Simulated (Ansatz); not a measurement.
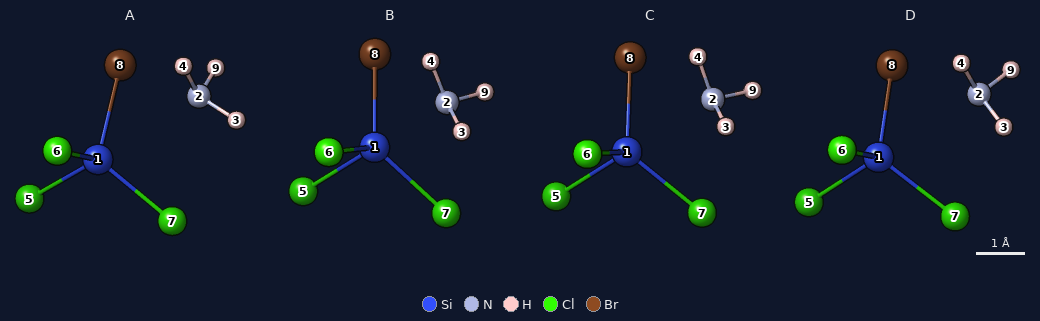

4 geometries from one relaxation of SiNH3BrCl3, in shuffled order. Style: ball-and-stick. Shown from a free direction.

The run prepares an end point of a later path (reaction) calculation, from a guessed geometry.

Method: Ansatz, RKS B3LYP-D4/def2-SVP. Set-up: no spin polarisation; force threshold 0.03 eV/Å; at most 50 steps.

### Put them in the order of the run, from the start to the converged end.

A, D, C, B. They are steps 0, 5, 12, 16, at +15.6 kJ/mol, +8.88 kJ/mol, +7.15 kJ/mol relative to the last. The atom that moves furthest after the best rigid fit is H3 (0.79 Å). Largest moves by element: H 0.79 Å, Si 0.50 Å, Cl 0.45 Å, N 0.38 Å, Br 0.27 Å. Among the contacts that change: Si1–N2 3.018 → 2.147 Å, N2–Br8 3.189 → 2.936 Å, Si1–Cl6 2.050 → 2.104 Å, Si1–Cl5 2.065 → 2.110 Å. Among the angles between lasting bonds that change: Cl5–Si1–Cl6 105.6° → 97.1°, Cl5–Si1–Br8 104.1° → 96.8°, Cl7–Si1–Br8 112.8° → 118.8°. The energy falls by 15.6 kJ/mol in 14 accepted moves (16 points after the start). Largest force component: 0.57 eV/Å at the start, 0.023 eV/Å at the end. The line search rejected the trial steps at points 2, 6 of the run. The forces were under the threshold at step 7, but the run went on from there.

Limits of the set-up: the start holds two separate molecules, 2.8 Å apart at their closest, whose relative position is a soft coordinate.
